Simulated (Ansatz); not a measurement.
**CH$_{6}$BN···HF: density, localisation and related maps**

| atom | x (Å) | y (Å) | z (Å) |
| --- | --- | --- | --- |
| B | 0.0731 | -0.2091 | -0.1479 |
| H | 0.1414 | -0.4362 | 1.0495 |
| N | 1.2968 | -0.2163 | -0.8293 |
| H | 2.1982 | -0.3566 | -0.3761 |
| H | 1.3734 | -0.0443 | -1.8320 |
| C | -1.3206 | 0.0318 | -0.8436 |
| H | -2.0102 | -0.8146 | -0.6641 |
| H | -1.7976 | 0.9204 | -0.3904 |
| H | -1.2595 | 0.1971 | -1.9341 |
| F | -0.1347 | 2.1332 | 1.3917 |
| H | -0.0068 | 1.1966 | 1.5161 |

Theory: RKS BLYP-D4/6-31G* (Ansatz 0.2.0).

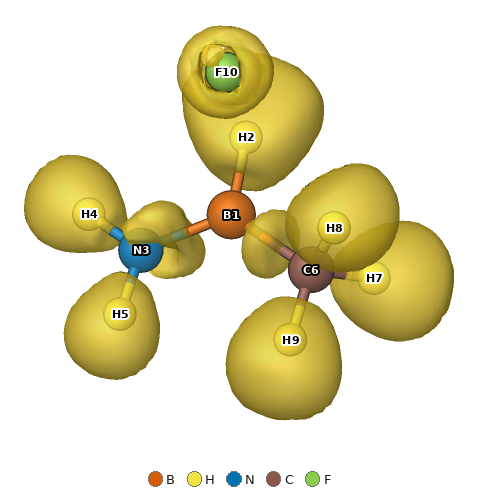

Figure 1. Isosurface of the ELF at 0.85 (yellow), seen at a tilt. Core shells and regions of very low density are left out.

**What do the ELF domains correspond to?**

At this value the surface marks out one region between bonded B–C atoms (shared pairs), one region between bonded B–N atoms (shared pairs), seven regions around hydrogen nuclei and one region wrapped around F (its lone pairs, merged into a ring or cap). Along the contacts the grid gives the following. B1···H11 (2.18 Å): the ELF dips to about 0.10 between them. B–N (1.40 Å): the ELF peaks at about 0.95 between the atoms (a polar covalent bond).

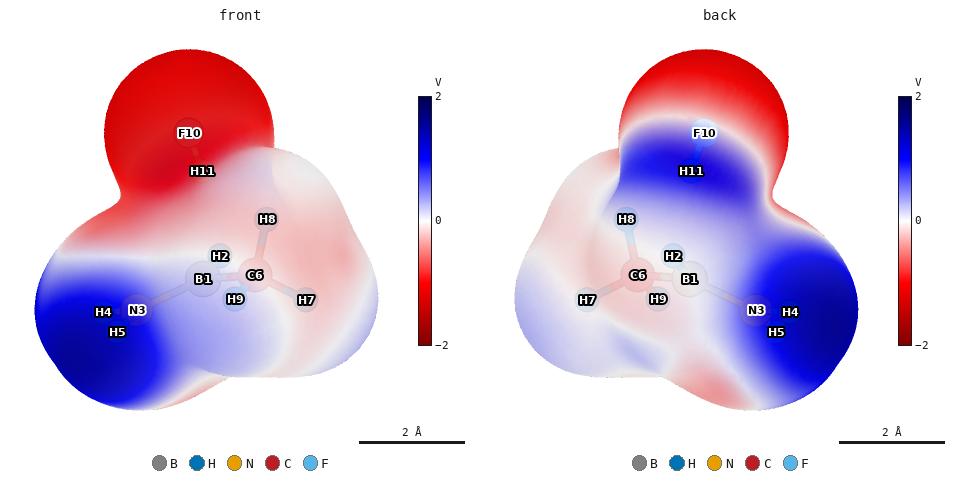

Figure 2. The molecular electrostatic potential painted on the density surface at 0.001 e/bohr³, seen from the front and from behind; red is negative and blue positive.

**Where is the surface potential most negative and most positive?**

The most negative region (about −1.2 V) lies over F10, the most positive (about +1.6 V) over H4 and H5.

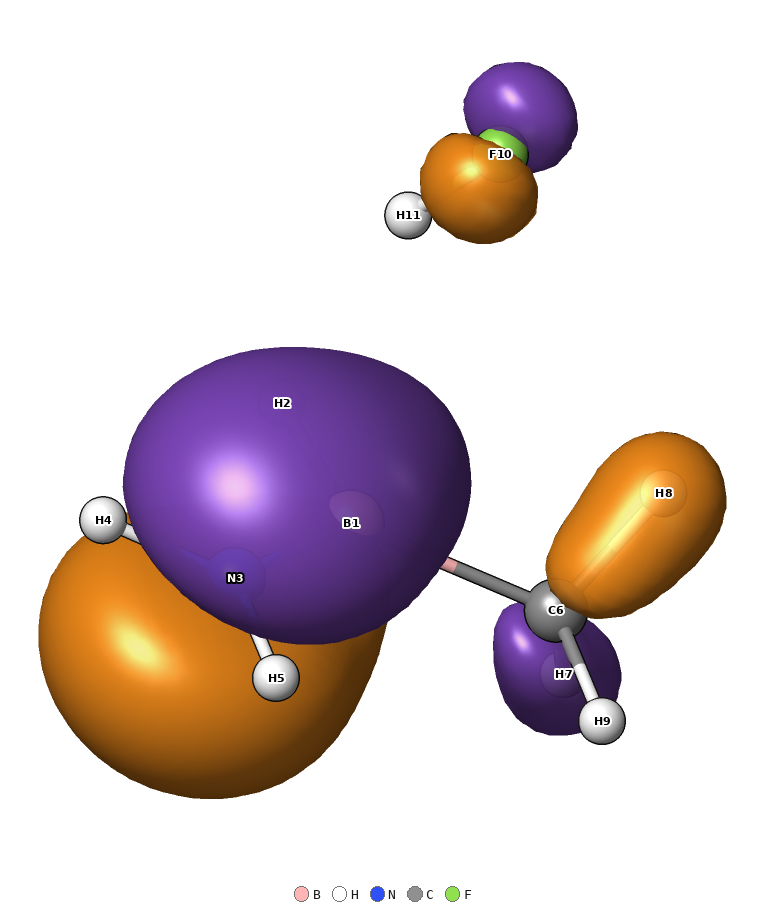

Figure 3. The HOMO at ±0.1 Å⁻³ᐟ² (orange and purple are the two phases), seen at a tilt.

**Where does this orbital lie, and at what energy?**

It lies mainly on N3 (about 65 %) and B1 (about 15 %); largely a lone pair of N3. Its energy is −6.61 eV.
